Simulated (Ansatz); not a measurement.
# C2H4Ge: what the fields show

Input file:

```
crystal:
  periodic: [false, false, false]
  atoms:
    - { symbol: C, position_ang: [-0.8049, -1.873, 0.1386] }
    - { symbol: C, position_ang: [-0.3507, -0.74, 0.0479] }
    - { symbol: Ge, position_ang: [0.416, 0.9785, -0.0876] }
    - { symbol: H, position_ang: [-1.2239, -2.7753, 0.1916] }
    - { symbol: H, position_ang: [0.1328, 1.588, -1.4768] }
    - { symbol: H, position_ang: [-0.1189, 1.9056, 1.0418] }
    - { symbol: H, position_ang: [2.0108, 0.8481, 0.0987] }
basis:
  gaussian: { orbitals: def2-SVPD }
hamiltonian:
  xc: b3lyp
  dispersion: d4
relax:
  f_tol: 0.02
  max_steps: 50
output:
  orbitals: {}
```

Command:

```sh
ansatz run input.yaml --threads 2 --pin off --max-ram 3072MiB --backend cpu --events-out ev --progress --plain --runs-dir out
```

The fields are those of the run's last geometry, not of the input's.

Theory: RKS B3LYP-D4/def2-SVPD in Ansatz.

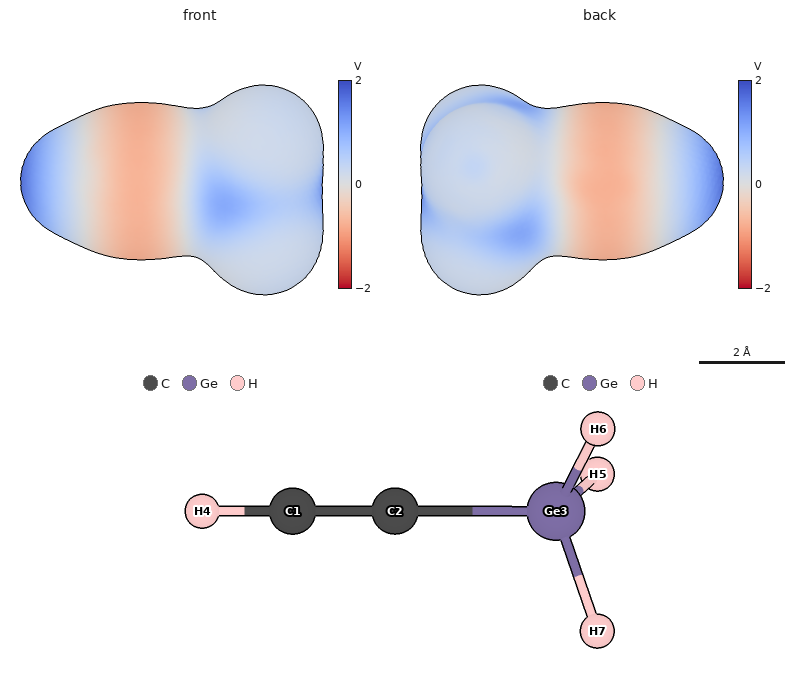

Figure 1. The electrostatic potential painted on the density surface at 0.002 e/bohr³, seen from the front and from behind; the colour scale runs from red (negative) to blue (positive). The bare structure is drawn below in the same view.

Which sites attract a positive test charge, and which a negative one?

Answer. A positive charge is drawn to the negative regions and a negative charge to the positive ones. The most negative region (about −0.7 V) lies over C1 and C2, the most positive (about +1.6 V) over H4.

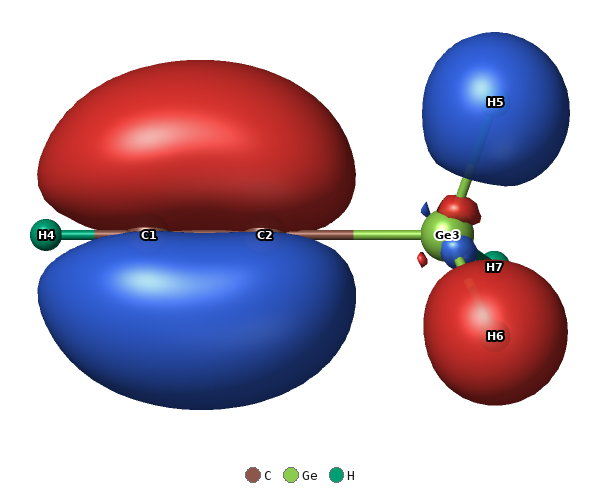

Figure 2. The HOMO at ±0.08 Å⁻³ᐟ² (blue and red are the two phases), seen from one side.

Where does this orbital lie, and at what energy?

Answer. Its weight (Hirshfeld) is mainly on C1 (about 45 %), C2 (about 40 %) and Ge3 (about 5 %); π-bonding across C1–C2. It is one of a degenerate set, so its orientation is arbitrary. Its energy is −7.90 eV.
